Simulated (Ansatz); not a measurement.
**doublet GaH2OF+ at 6 levels**

Wanted: a comparison of 6 runs (UHF/3-21G, U-r2SCAN0/cc-pVDZ, U-revPBE/cc-pVDZ, UB3LYP/6-31G*, UBCCD(T)/cc-pVDZ, UCCSD/cc-pVDZ) of doublet GaH2OF+. 

Program for the calculation: Ansatz 0.2.0.

61 further runs of the same task are left out: 61 set aside as unsound or not needed.

**1. Starting point**

GaH2OF+ has 5 atoms, charge +1, and is taken as a doublet. As SMILES of the parent species, `[OH][GaH][F]`. The coordinates come from a PBE0-D4/def2-TZVP relaxation. This is one conformer, not always the lowest. That shape belongs to the parent species and isn't relaxed for this state.

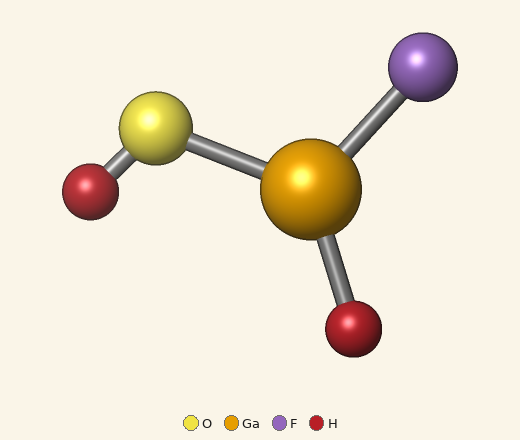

Viewed from a chosen angle; oxygen yellow, gallium amber, fluorine purple, hydrogen red.

**2. The energy at UHF/3-21G (run 1)**

input.yaml

```yaml
crystal:
  periodic: [false, false, false]
  atoms:
    - symbol: O
      position_ang: [-1.130400, -0.588700, -0.283800]
    - symbol: Ga
      position_ang: [0.383700, 0.280500, 0.015600]
    - symbol: F
      position_ang: [0.438300, 1.777800, -0.881200]
    - symbol: H
      position_ang: [-1.210600, -1.420700, 0.187200]
    - symbol: H
      position_ang: [1.569000, -0.122600, 0.920900]
basis:
  gaussian:
    orbitals: 3-21G-spherical.json
total_charge: 1
magnetization:
  spin_polarized: true
  initial_magnetization: 1
hamiltonian:
  xc: hf
accuracy: high
output: {orbitals: {seedname: orbitals}}
```

The basis set 3-21G is read from a file made from the Basis Set Exchange's data (not shown).

On the command line:

```bash
$ ansatz run input.yaml --threads 1 --pin off --max-ram 3480MiB --events-out events.jsonl --progress --plain --runs-dir runs
```

The log of the run:

```text
Warning: RAYON_NUM_THREADS=1 ignored (pool sized by the plan → 1); use --threads N
Functional definition: HF
  name "HF"
  exchange = exact_x
  correlation = 0
758 factors; integrals over basis functions are off by at most 3.9e-9 eV
mean field evaluation 1: about -56806.6040 eV, gradient 5.2e1 eV
mean field evaluation 2: about -56806.6232 eV, gradient 5.2e1 eV
mean field evaluation 4: about -56817.7331 eV, gradient 4.7e0 eV
mean field evaluation 8: about -56818.8207 eV, gradient 1.3e0 eV
mean field evaluation 16: about -56818.8868 eV, gradient 9.0e-3 eV
mean field evaluation 32: about -56819.2408 eV, gradient 1.0e-2 eV
mean field evaluation 64: about -56818.8699 eV, gradient 7.1e-1 eV
mean field evaluation 96: about -56817.6506 eV, gradient 2.0e-1 eV
mean field evaluation 128: about -56817.4660 eV, gradient 2.0e0 eV
mean field evaluation 160: about -56811.5033 eV, gradient 6.4e0 eV
mean field evaluation 192: about -56809.2810 eV, gradient 2.8e1 eV
mean field evaluation 224: about -56818.8868 eV, gradient 2.5e-4 eV
mean field -56819.24082342 eV, -2088.0685867962 hartree, gradient 8.6e-9 eV, S^2 0.753936; 5 other end points of the search recorded, 0 dependent functions left out
reference -56819.24082342 eV, -2088.0685867962 hartree; 25, 24 occupied and 19, 20 virtual orbitals, 758 factors
Total energy: -56819.24082342 eV, -2088.0685867962 hartree
```

Wall time 1.5 s (1 thread of Intel Xeon 6975P-C (Granite Rapids), shared host); peak memory 0.13 GiB.

**3. The energy at U-r2SCAN0/cc-pVDZ (run 2)**

input.yaml

```yaml
crystal:
  periodic: [false, false, false]
  atoms:
    - {symbol: O, position_ang: [-1.130400, -0.588700, -0.283800]}
    - {symbol: Ga, position_ang: [0.383700, 0.280500, 0.015600]}
    - {symbol: F, position_ang: [0.438300, 1.777800, -0.881200]}
    - {symbol: H, position_ang: [-1.210600, -1.420700, 0.187200]}
    - {symbol: H, position_ang: [1.569000, -0.122600, 0.920900]}
basis:
  gaussian:
    orbitals: cc-pVDZ
hamiltonian:
  xc: {name: r2SCAN0}
total_charge: 1
accuracy: high
magnetization:
  spin_polarized: true
  initial_magnetization: 1
output: {orbitals: {seedname: orbitals}}
```

On the command line:

```bash
$ ansatz run input.yaml --threads 1 --pin off --max-ram 3480MiB --events-out events.jsonl --progress --plain --runs-dir runs
```

The log of the run:

```text
Warning: RAYON_NUM_THREADS=1 ignored (pool sized by the plan → 1); use --threads N
Functional definition: r2SCAN0
  name "r2SCAN0"
  parameter a = 0.25
  parameter k0 = 0.174
  parameter k1 = 0.065
  parameter a1 = 4.9479
  exchange = (1 - a)*r2scan_x(k0 = k0, k1 = k1, a1 = a1) + a*exact_x
  correlation = r2scan_c
1378 factors; integrals over basis functions are off by at most 4.4e-9 eV
mean field evaluation 1: about -57138.8654 eV, gradient 7.2e1 eV
mean field evaluation 2: about -57001.5314 eV, gradient 1.8e2 eV
mean field evaluation 4: about -57157.9973 eV, gradient 1.8e1 eV
mean field evaluation 8: about -57159.6556 eV, gradient 6.6e-1 eV
mean field evaluation 16: about -57159.7270 eV, gradient 1.4e-2 eV
mean field evaluation 32: about -57159.7368 eV, gradient 4.9e-2 eV
mean field evaluation 64: about -57159.5557 eV, gradient 5.3e0 eV
mean field -57159.73689794 eV, -2100.5815867379 hartree, gradient 3.9e-8 eV, S^2 0.774184; 4 other end points of the search recorded, 0 dependent functions left out
reference -57159.73690093 eV, -2100.5815868479 hartree; 25, 24 occupied and 40, 41 virtual orbitals, 1378 factors
Total energy: -57159.73690093 eV, -2100.5815868479 hartree
```

It took 27 s on 1 thread of Intel Xeon 6975P-C (Granite Rapids), shared host; peak memory 0.42 GiB.

Run 3 isn't shown in full; the table further down has it.

**4. A single-point energy at UB3LYP/6-31G(d) (Cartesian functions) (run 4)**

run.yaml

```yaml
basis:
  gaussian:
    orbitals: "6-31G*"
crystal:
  periodic: [false, false, false]
  atoms:
    - {symbol: O, position_ang: [-1.130400, -0.588700, -0.283800]}
    - {symbol: Ga, position_ang: [0.383700, 0.280500, 0.015600]}
    - {symbol: F, position_ang: [0.438300, 1.777800, -0.881200]}
    - {symbol: H, position_ang: [-1.210600, -1.420700, 0.187200]}
    - {symbol: H, position_ang: [1.569000, -0.122600, 0.920900]}
magnetization:
  spin_polarized: true
  initial_magnetization: 1
output: {orbitals: {seedname: orbitals}}
hamiltonian:
  xc: {name: B3LYP}
accuracy: high
total_charge: 1
```

On the command line:

```bash
$ ansatz run run.yaml --threads 1 --pin off --max-ram 3480MiB --events-out events.jsonl --progress --plain --runs-dir runs
```

The log of the run:

```text
Warning: RAYON_NUM_THREADS=1 ignored (pool sized by the plan → 1); use --threads N
Functional definition: B3LYP
  name "B3LYP"
  parameter a0 = 0.2
  parameter ax = 0.72
  parameter ac = 0.81
  exchange = (1 - a0 - ax)*slater_x + ax*b88_x + a0*exact_x
  correlation = (1 - ac)*vwn_rpa_c + ac*lyp_c
1321 factors; integrals over basis functions are off by at most 3.8e-9 eV
mean field evaluation 1: about -57133.0035 eV, gradient 8.1e1 eV
mean field evaluation 2: about -56933.9350 eV, gradient 2.0e2 eV
mean field evaluation 4: about -57155.2334 eV, gradient 2.5e1 eV
mean field evaluation 8: about -57157.9591 eV, gradient 9.0e-1 eV
mean field evaluation 16: about -57158.0056 eV, gradient 2.4e-3 eV
mean field evaluation 32: about -57158.0150 eV, gradient 1.0e-4 eV
mean field -57158.01497554 eV, -2100.5183072570 hartree, gradient 2.5e-8 eV, S^2 0.764358; 4 other end points of the search recorded, 0 dependent functions left out
reference -57158.01501446 eV, -2100.5183086873 hartree; 25, 24 occupied and 44, 45 virtual orbitals, 1321 factors
Total energy: -57158.01501446 eV, -2100.5183086873 hartree
```

It took 13 s on 1 thread of Intel Xeon 6975P-C (Granite Rapids), shared host; peak memory 0.3 GiB.

Run 5 isn't shown in full; the table further down has it.

**5. A single-point energy at UCCSD/cc-pVDZ (run 6)**

job.yaml

```yaml
crystal:
  periodic: [false, false, false]
  atoms:
    - {symbol: O, position_ang: [-1.130400, -0.588700, -0.283800]}
    - {symbol: Ga, position_ang: [0.383700, 0.280500, 0.015600]}
    - {symbol: F, position_ang: [0.438300, 1.777800, -0.881200]}
    - {symbol: H, position_ang: [-1.210600, -1.420700, 0.187200]}
    - {symbol: H, position_ang: [1.569000, -0.122600, 0.920900]}
basis:
  gaussian:
    orbitals: cc-pVDZ
total_charge: 1
magnetization:
  spin_polarized: true
  initial_magnetization: 1
correlation:
  method: ccsd
  frozen_orbitals: {F: 1, Ga: 9, H: 0, O: 1}
scf:
  omitted_lower_state_checks: [cluster_reference, increment]
accuracy: high
```

On the command line:

```bash
$ ansatz run job.yaml --threads 1 --pin off --max-ram 3480MiB --events-out events.jsonl --progress --plain --runs-dir runs
```

The log of the run:

```text
Warning: RAYON_NUM_THREADS=1 ignored (pool sized by the plan → 1); use --threads N
[... 17 lines left out ...]
11 core orbitals not correlated: weight in the atoms' cores, before any rotation towards them, 1.000 or more for the frozen orbitals, at most 0.000 for the correlated occupied ones
[... 38 lines left out ...]
Total energy: -57111.26467968 eV, -2098.8002655727 hartree
Checks for a lower state left out: cluster_reference, increment
```

Run time: 17 s. Hardware: 1 thread of Intel Xeon 6975P-C (Granite Rapids), shared host; peak memory 0.43 GiB.

**6. The series**

| run | level | Cartesian functions | frozen core orbitals | energy (Eh) | HOMO energy (eV) | LUMO energy (eV) | ⟨S²⟩ | wall time |
| --- | --- | --- | --- | --- | --- | --- | --- | --- |
| 1 | UHF/3-21G | no | – | -2088.068587 | -19.33 | -7.93 | 0.754 | 1.5 s |
| 2 | U-r2SCAN0/cc-pVDZ | no | – | -2100.581587 | -16.71 | -14.12 | 0.774 | 27 s |
| 3 | U-revPBE/cc-pVDZ | no | – | -2100.542000 | -15.04 | -14.85 | 0.756 | 8.4 s |
| 4 | UB3LYP/6-31G* (Cartesian functions) | yes | – | -2100.518309 | -16.39 | -14.45 | 0.764 | 13 s |
| 5 | UBCCD(T)/cc-pVDZ | no | 11 | -2098.809118 | – | – | 0.756 | 22 s |
| 6 | UCCSD/cc-pVDZ | no | 11 | -2098.800266 | – | – | 0.756 | 17 s |

**7. What came out**

```
                                           quantity           value
                                run 6: total energy  -2098.80027 Eh
run 6: correlation energy (11 core orbitals frozen)      -433.1 mEh
           run 6: ⟨S²⟩ of the reference determinant           0.756
                               run 6: T1 diagnostic           0.017
```

**Reading.** Totals of different functionals can't be ranked against each other. All runs together took 89 s, the longest 27 s.
